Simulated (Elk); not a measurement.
Band structure of CaCuSi (P-6m2, 3 atoms in the cell).

```xyz
3
Lattice="4.1218 0.0000 0.0000 -2.0609 3.5696 0.0000 0.0000 0.0000 4.0810" Properties=species:S:1:pos:R:3 pbc="T T T"
Ca     0.0000     0.0000     0.0000
Si     0.0000     2.3797     2.0405
Cu     2.0609     1.1899     2.0405
```

Method of the run: PBEsol, all-electron FP-LAPW, Elk's shipped species files, APW+lo basis with extra local orbitals (Elk 10.2.4).

Settings: xctype = 22; rgkmax = 7.5; stype = 0; swidth = 0.00367493 Ha; ngridk = 8 8 7; gmaxvr = 18 1/bohr; lmaxapw = 10; lmaxo = 8; nxlo = 2; lorbcnd = true; lradstp = 2; nrmtscf = 2; rmtscf = 0.92; lmaxi = 4.

The starting cell comes from a database of computed structures (which also holds hypothetical and non-ambient phases and stackings), without a prior relaxation at this level. Spin polarisation is off. Values depend on the basis (sphere radii, cutoffs, local orbitals), which need not be converged.

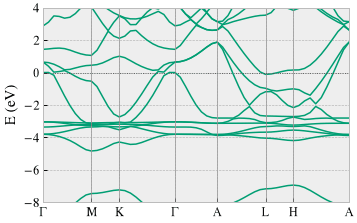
Fig. 1. Bands along the path, energies from the Fermi level.

Levels in eV from the Fermi level, bands 12 to 19:
```tsv
point	12	13	14	15	16	17	18	19
Γ	-3.04	-3.04	0.00	0.64	0.64	1.43	2.87	4.31
M	-3.21	-3.16	-3.11	-0.53	0.45	1.05	4.04	4.15
K	-3.18	-3.08	-3.06	-2.74	1.00	2.11	3.48	3.51
A	-3.13	-3.13	-2.81	1.87	1.87	2.62	2.62	3.13
L	-3.12	-3.09	-2.68	-1.19	-0.97	-0.12	3.53	4.87
H	-3.24	-2.75	-2.71	-2.16	-1.01	0.15	3.83	5.01
```

Bands cross the Fermi level along this path, so the cell is metallic at this level.
